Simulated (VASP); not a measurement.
# Lattice of Mn2CdSe2S across functionals, part 4 of 5

Wanted: equilibrium cells of Mn2CdSe2S at many levels, with their cost. The cell is invented: it takes the structure of a Materials Project entry for Mn2CdTe3 (space group 164 there), with some of its atoms replaced by other elements, volume scaled by an estimate. It may not be a known or stable phase.

VASP 6.6.1, plane waves and PAW; the level of theory is named at each step.

Still holding for the runs below: The magnetic state follows from one typed start and may not be the lowest. The k-mesh is coarse for a metal.

So far. Step 3 (Second relaxation): It ends with a largest force of 0.019 eV/Å and a pressure of -0.05 GPa. The volume moved by under 0.01 %: the run met its threshold at the first step. Step 4 (Relaxation with PBE): It ends with a largest force of 0.003 eV/Å and a pressure of 0.00 GPa. The conventional cell has a = 3.813 and c = 9.530 Å. The largest moment is 4.20 μB.

**5. Relaxation with LDA**

This step: LDA, spin-polarised from a ferromagnetic start; plane waves and PAW (Cd, Se, Mn_pv, S); invented cell (VASP 6.6.1).

LDA, the lowest rung, knows the local density alone.

Contents of INCAR:

```
SYSTEM = Mn2CdSe2S
PREC = Accurate
ENCUT = 520
EDIFF = 1E-06
NELM = 100
ISMEAR = -1
SIGMA = 0.05
LREAL = .FALSE.
ALGO = Normal
GGA = CA
NBANDS = 37
ISPIN = 2
MAGMOM = 0 0 0 4 4 0
LMAXMIX = 4
LORBIT = 11
LWAVE = .FALSE.
LCHARG = .FALSE.
KPAR = 2
IBRION = 2
NSW = 60
ISIF = 3
EDIFFG = -0.01
```

Contents of POSCAR:

```
Mn2CdSe2S
1.0
    3.7654379592      0.0000000000      0.0000000000
   -1.8827189796      3.2609648449      0.0000000000
    0.0000000000      0.0000000000      9.5199033389
Cd Se Mn S
1 2 2 1
Direct
    0.0000000000      0.0000000000      0.0000000000
    0.3333333300      0.6666666700      0.1945992017
    0.6666666700      0.3333333300      0.8054007983
    0.3333333300      0.6666666700      0.6433367572
    0.6666666700      0.3333333300      0.3566632428
    0.0000000000      0.0000000000      0.5000000000
```

Contents of KPOINTS:

```
Automatic mesh
0
Gamma
7 7 3
0 0 0
```

The projector-augmented-wave data sets are Cd, Se, Mn_pv and S (PBE family, release 64).

Command:

```
$ mpirun -np 2 vasp_std
```

Log:

```text
[banner, memory and clock lines left out]
running    2 mpi-ranks, on    1 nodes
 distrk:  each k-point on    1 cores,    2 groups
 distr:  one band on    1 cores,    1 groups

 POSCAR found type information on POSCAR CdSeMnS
 POSCAR found :  4 types and       6 ions
|                                                                             |
|               ----> ADVICE to this user running VASP <----                  |
|                                                                             |
|     You enforced a specific xc type in the INCAR file but a different       |
|     [... a line on the potential file left out ...]
|     I HOPE YOU KNOW WHAT YOU ARE DOING!                                     |
|                                                                             |

 LDA part: xc-table for (Slater(with rela. corr.)+CA(PZ))
 , standard interpolation
 POSCAR, INCAR and KPOINTS ok, starting setup
 FFT: planning ... GRIDC
 FFT: planning ... GRID_SOFT
 FFT: planning ... GRID
 WAVECAR not read
 entering main loop
       N       E                     dE             d eps       ncg     rms          rms(c)
DAV:   1     0.542998771639E+03    0.54300E+03   -0.29457E+04  3160   0.155E+03
DAV:   2     0.734678143415E+01   -0.53565E+03   -0.51477E+03  3021   0.424E+02
DAV:   3    -0.374553786212E+02   -0.44802E+02   -0.42816E+02  3582   0.121E+02
DAV:   4    -0.389479596189E+02   -0.14926E+01   -0.14784E+01  3306   0.202E+01
DAV:   5    -0.389728911505E+02   -0.24932E-01   -0.24918E-01  3446   0.299E+00    0.168E+01
DAV:   6    -0.383947406545E+02    0.57815E+00   -0.31093E+01  3585   0.456E+01    0.216E+01
DAV:   7    -0.357824835370E+02    0.26123E+01   -0.14225E+01  3408   0.356E+01    0.922E+00
DAV:   8    -0.359529564780E+02   -0.17047E+00   -0.12382E+00  3327   0.584E+00    0.534E+00
DAV:   9    -0.358534032176E+02    0.99553E-01   -0.43227E-01  3550   0.514E+00    0.207E+00
DAV:  10    -0.358819474991E+02   -0.28544E-01   -0.10792E-01  3195   0.229E+00    0.799E-01
DAV:  11    -0.358817035835E+02    0.24392E-03   -0.13152E-02  3650   0.718E-01    0.281E-01
DAV:  12    -0.358818237418E+02   -0.12016E-03   -0.17002E-03  3281   0.208E-01    0.138E-01
DAV:  13    -0.358818229861E+02    0.75569E-06   -0.45140E-05  3610   0.442E-02    0.638E-02
DAV:  14    -0.358818235646E+02   -0.57848E-06   -0.15695E-05  3745   0.249E-02    0.201E-02
DAV:  15    -0.358818245149E+02   -0.95027E-06   -0.37149E-06  3242   0.110E-02
   1 F= -.35881825E+02 E0= -.35871913E+02  d E =-.358818E+02  mag=     8.5382
 curvature:   0.00 expect dE= 0.000E+00 dE for cont linesearch  0.000E+00
 trial: gam= 0.00000 g(F)=  0.291E-02 g(S)=  0.703E+00 ort = 0.000E+00 (trialstep = 0.100E+01)
 search vector abs. value=  0.705E+00
 bond charge predicted
       N       E                     dE             d eps       ncg     rms          rms(c)
DAV:   1    -0.514955534166E+02   -0.15614E+02   -0.23157E+02  3107   0.141E+02    0.375E+01
DAV:   2    -0.525903254623E+02   -0.10948E+01   -0.14185E+02  3205   0.991E+01    0.468E+01
DAV:   3    -0.369849108235E+02    0.15605E+02   -0.16558E+02  3416   0.112E+02    0.210E+01
DAV:   4    -0.365914142695E+02    0.39350E+00   -0.13295E+01  3103   0.198E+01    0.121E+01
DAV:   5    -0.361929954558E+02    0.39842E+00   -0.16121E+00  3348   0.854E+00    0.743E+00
DAV:   6    -0.361854296697E+02    0.75658E-02   -0.65405E-01  3747   0.538E+00    0.305E+00
DAV:   7    -0.361971670662E+02   -0.11737E-01   -0.62177E-02  3472   0.159E+00    0.203E+00
DAV:   8    -0.362018375808E+02   -0.46705E-02   -0.13029E-02  3384   0.651E-01    0.118E+00
DAV:   9    -0.362028834148E+02   -0.10458E-02   -0.10263E-02  3642   0.806E-01    0.328E-01
DAV:  10    -0.362024379598E+02    0.44546E-03   -0.30972E-03  3176   0.254E-01    0.167E-01
DAV:  11    -0.362023628902E+02    0.75070E-04   -0.63924E-04  3687   0.158E-01    0.555E-02
DAV:  12    -0.362023843293E+02   -0.21439E-04   -0.74846E-05  3282   0.536E-02    0.273E-02
DAV:  13    -0.362023834299E+02    0.89944E-06   -0.52116E-06  3085   0.139E-02
   2 F= -.36202383E+02 E0= -.36187140E+02  d E =-.320559E+00  mag=     7.6937
[... from here on, the cycles between the ionic steps are left out ...]
   3 F= -.36208077E+02 E0= -.36193598E+02  d E =-.326252E+00  mag=     7.8246
   4 F= -.36229069E+02 E0= -.36213716E+02  d E =-.209928E-01  mag=     7.7178
   5 F= -.36269143E+02 E0= -.36252394E+02  d E =-.610664E-01  mag=     7.3534
   6 F= -.36249246E+02 E0= -.36232205E+02  d E =-.411696E-01  mag=     6.2785
   7 F= -.36275593E+02 E0= -.36255195E+02  d E =-.675167E-01  mag=     7.0348
   8 F= -.36286390E+02 E0= -.36266587E+02  d E =-.107962E-01  mag=     6.5979
   9 F= -.36286386E+02 E0= -.36266664E+02  d E =-.107927E-01  mag=     6.5902
  10 F= -.36287595E+02 E0= -.36267531E+02  d E =-.120873E-02  mag=     6.5951
  11 F= -.36287825E+02 E0= -.36267862E+02  d E =-.143879E-02  mag=     6.5926
  12 F= -.36287825E+02 E0= -.36267864E+02  d E =-.143848E-02  mag=     6.5928
  13 F= -.36287454E+02 E0= -.36267612E+02  d E =-.106823E-02  mag=     6.5913
  14 F= -.36287821E+02 E0= -.36267864E+02  d E =-.143514E-02  mag=     6.5936
  15 F= -.36288001E+02 E0= -.36268109E+02  d E =-.179349E-03  mag=     6.5809
  16 F= -.36288010E+02 E0= -.36268160E+02  d E =-.188713E-03  mag=     6.5730
  17 F= -.36288085E+02 E0= -.36268450E+02  d E =-.749651E-04  mag=     6.5495
  18 F= -.36288103E+02 E0= -.36268717E+02  d E =-.932371E-04  mag=     6.5229
  19 F= -.36288184E+02 E0= -.36268837E+02  d E =-.805168E-04  mag=     6.5169
 trial-energy change:   -0.000081  1 .order   -0.000081   -0.000100   -0.000063
 step:   2.2095(harm=  2.2095)  dis= 0.00386  next Energy=   -36.288238 (dE=-0.135E-03)
 bond charge predicted
       N       E                     dE             d eps       ncg     rms          rms(c)
DAV:   1    -0.362880770243E+02    0.10704E-03   -0.15965E-02  3482   0.175E+00    0.999E-02
DAV:   2    -0.362882745356E+02   -0.19751E-03   -0.23069E-03  3188   0.337E-01    0.616E-02
DAV:   3    -0.362882518111E+02    0.22725E-04   -0.23243E-04  3355   0.162E-01    0.439E-02
DAV:   4    -0.362882413697E+02    0.10441E-04   -0.36001E-05  3268   0.545E-02    0.181E-02
DAV:   5    -0.362882401278E+02    0.12420E-05   -0.74435E-06  3304   0.186E-02    0.800E-03
DAV:   6    -0.362882398807E+02    0.24708E-06   -0.14690E-06  2176   0.105E-02
  20 F= -.36288240E+02 E0= -.36268963E+02  d E =-.136770E-03  mag=     6.5057
 curvature:  -1.26 expect dE=-0.323E-04 dE for cont linesearch -0.875E-06
 trial: gam= 0.13519 g(F)=  0.662E-05 g(S)=  0.191E-04 ort = 0.984E-05 (trialstep = 0.109E+01)
 search vector abs. value=  0.309E-04
 reached required accuracy - stopping structural energy minimisation
```

Run time: 19 min. Hardware: 2 MPI ranks of AMD EPYC 7R43, shared host; peak memory 0.54 GiB; 37 min of CPU time.

Parts of OUTCAR (step 5):

```text
   NELECT =      56.0000    total number of electrons

 E-fermi :   6.5765

 spin component 1
 k-point     1 :       0.0000    0.0000    0.0000
  band No.  band energies     occupation
    ...
     25       4.6408      1.00000
     26       4.6408      1.00000
     27       5.4217      1.00000
     28       5.4217      1.00000
     29       5.4656      1.00000
     30       6.8894      0.00191
     31       6.8894      0.00191
     32       7.7667      0.00000
     33       8.0147      0.00000
     34       8.0147      0.00000
    ...

 k-point     2 :       0.1429    0.0000    0.0000
  band No.  band energies     occupation
    ...
     27       4.8889      1.00000
     28       5.6129      1.00000
     29       5.7368      1.00000
     30       5.9485      1.00000
     31       6.3830      0.97958
     32       7.1496      0.00001
     33       8.0010      0.00000
     34       8.5764      0.00000
     35      10.8412      0.00000
     36      11.7955      0.00000
    ...

  Total        0.0216019      0.0216019      0.0379841      0.0000000      0.0000000      0.0000000
  in kB        0.3444233      0.3444233      0.6056246      0.0000000      0.0000000      0.0000000
  external PRESSURE =       0.4314904 kB  Pullay stress =       0.0000000 kB

 POSITION                                       TOTAL-FORCE (eV/Angst)
 -----------------------------------------------------------------------------------
      0.00000      0.00000      0.00000         0.000000      0.000000      0.000000
     -0.00000      2.05251      1.91433         0.000000     -0.000000      0.006212
      1.77752      1.02625      7.26662        -0.000000      0.000000     -0.006212
     -0.00000      2.05251      5.77077        -0.000000      0.000000     -0.005476
      1.77752      1.02625      3.41017         0.000000     -0.000000      0.005476
      0.00000     -0.00000      4.59047         0.000000      0.000000      0.000000
 -----------------------------------------------------------------------------------
    total drift:                               -0.000000      0.000000      0.000000

  FREE ENERGIE OF THE ION-ELECTRON SYSTEM (eV)
  ---------------------------------------------------
  free  energy   TOTEN  =       -36.2882398807 eV

  energy  without entropy=      -36.2496859500  energy(sigma->0) =      -36.26896292

 magnetization (x)
# of ion       s       p       d       tot
------------------------------------------
    1       -0.003   0.024  -0.003   0.018
    2        0.010  -0.002   0.008   0.016
    3        0.010  -0.002   0.008   0.016
    4        0.033   0.027   2.976   3.036
    5        0.033   0.027   2.976   3.036
    6        0.013   0.011   0.000   0.024
--------------------------------------------------
tot          0.097   0.086   5.965   6.148

[... 8 parts as in an earlier step ...]

[... 15 further parts left out ...]
```

The PAW data sets were made with PBE, though LDA sets exist; this is a small mismatch. After so large a change of volume the plane waves of the start cell no longer fit, so the final stress carries a basis-set error.

The steps of the relaxation:

```
step  energy less that of the first step (eV)  largest force (eV/Å)  pressure (GPa)  volume (Å³)
   1                                   0.0000                0.1640           -7.40       116.89
   2                                  -0.3206                0.4790            1.29       102.33
   3                                  -0.3263                0.4129            0.07       103.88
   4                                  -0.3472                0.3227           -0.01       103.56
   5                                  -0.3873                0.2211           -0.29       102.60
   6                                  -0.3674                0.4908           -0.84       100.66
   7                                  -0.3938                0.2165           -0.45       101.97
   8                                  -0.4046                0.0621            0.37       100.27
   9                                  -0.4046                0.0581            0.42       100.23
  10                                  -0.4058                0.0216           -0.22       100.94
  11                                  -0.4060                0.0187           -0.04       100.74
  12                                  -0.4060                0.0196           -0.06       100.73
  13                                  -0.4056                0.0293            0.21       100.48
  14                                  -0.4060                0.0200            0.01       100.71
  15                                  -0.4062                0.0169           -0.08       100.74
  16                                  -0.4062                0.0257           -0.12       100.76
  17                                  -0.4063                0.0281           -0.06       100.66
  18                                  -0.4063                0.0307            0.01       100.53
  19                                  -0.4064                0.0219            0.05       100.52
  20                                  -0.4064                0.0062            0.04       100.49
```

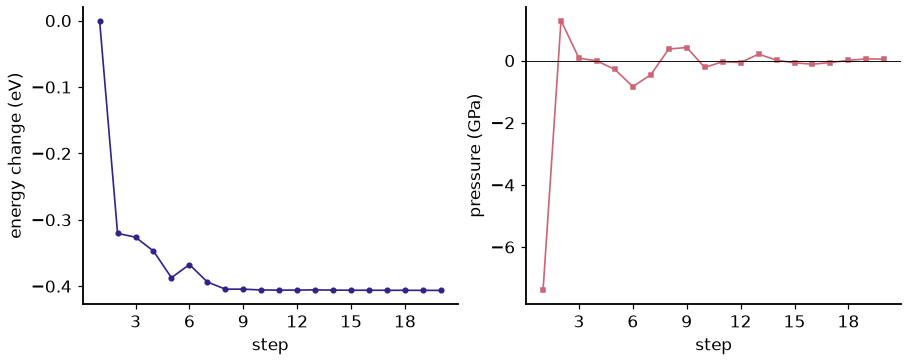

Energy and pressure along the relaxation.

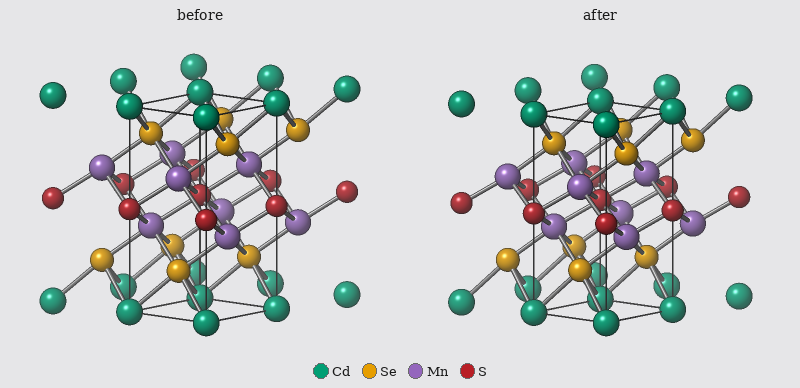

The structure before and after the relaxation, drawn at the same scale. Bonds to atoms that aren't drawn are left out.

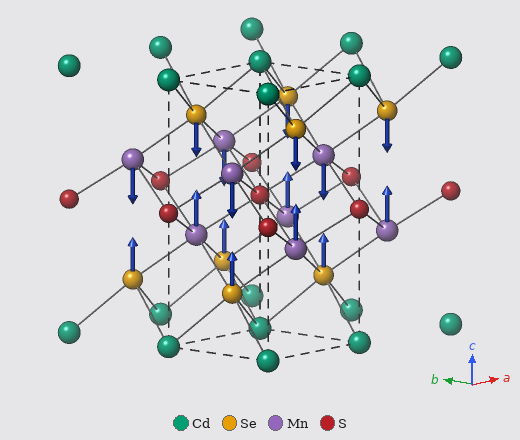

Displacements in the relaxation, exaggerated, measured against the changing cell; the longest in the cell stands for 0.14 Å. Bonds to atoms that aren't drawn are left out. 2×2×1 cells are drawn. Some periodic images of atoms are drawn too.

```
conventional cell, symmetrised  before  after   change
                         a (Å)   3.765  3.555   -5.6 %
                         b (Å)   3.765  3.555   -5.6 %
                         c (Å)   9.520  9.181   -3.6 %
              volume (Å³/atom)   19.48  16.75  -14.0 %
```

The atoms that moved most (Å, as changes of fractional coordinates times the final cell):

```
atom     dx     dy      dz  length
 Mn4  0.000  0.000  -0.136   0.136
 Mn5  0.000  0.000   0.136   0.136
 Se3  0.000  0.000  -0.128   0.128
 Se2  0.000  0.000   0.128   0.128
```

Final coordinates:

```xyz
6
Lattice="3.5550 0.0000 0.0000 -1.7775 3.0788 0.0000 0.0000 0.0000 9.1809" Properties=species:S:1:pos:R:3 pbc="T T T"
Cd    0.0000    0.0000    0.0000
Se    0.0000    2.0525    1.9143
Se    1.7775    1.0263    7.2666
Mn    0.0000    2.0525    5.7708
Mn    1.7775    1.0263    3.4102
S     0.0000    0.0000    4.5905
```

This step gave:

```yaml
free_energy_toten: -36.29 eV
energy_at_zero_smearing: -36.27 eV
fermi_energy: 6.577 eV
pressure: 0.04315 GPa
moment_of_the_cell_from_the_last_line_of_the_log: 6.506 μB
scf_cycles_over_all_ionic_steps: 164
```

Spin moment in the PAW sphere by atom:

```
atom  spin moment in the PAW sphere (μB)
 Cd1                                0.02
 Se2                                0.02
 Se3                                0.02
 Mn4                                3.04
 Mn5                                3.04
  S6                                0.02
```

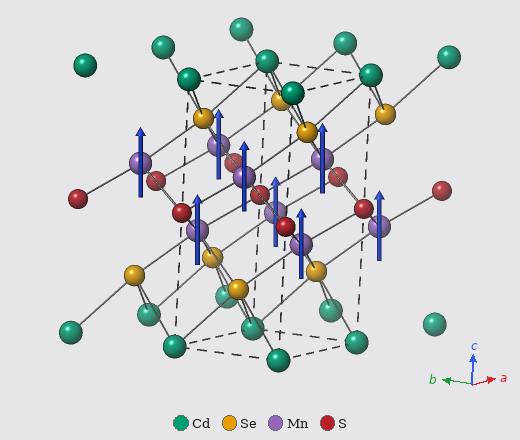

Spin moment in the PAW sphere as arrows, the longest 3.04 μB. Up and down stand for the sign. Arrows give size and sign along the axis of quantisation, drawn up and down the page. Bonds to atoms that aren't drawn are left out. 2×2×1 cells are drawn. Some periodic images of atoms are drawn too.

It ends at 16.75 Å³/atom, -14.0 % from the start, with 0.04 GPa left. The conventional cell has a = 3.555 and c = 9.181 Å. The largest moment is 3.04 μB.

(Continued in part 5 of 5.)

[Lines on the potential files, build, host, timing and source positions are cut from VASP's logs without a mark.]

[Logs are printed without paths, hosts, clocks, repeated set-up lines and the standing remarks that a program may print on its own settings, such as how far it seeks lower states.]

[Hosts, paths, dates, database ids (printed as entryN), source tags and the programs' standing remarks are cut or masked in the printed files.]

[A measured line is paired with the nearest computed mode of its activity, which favours agreement.]
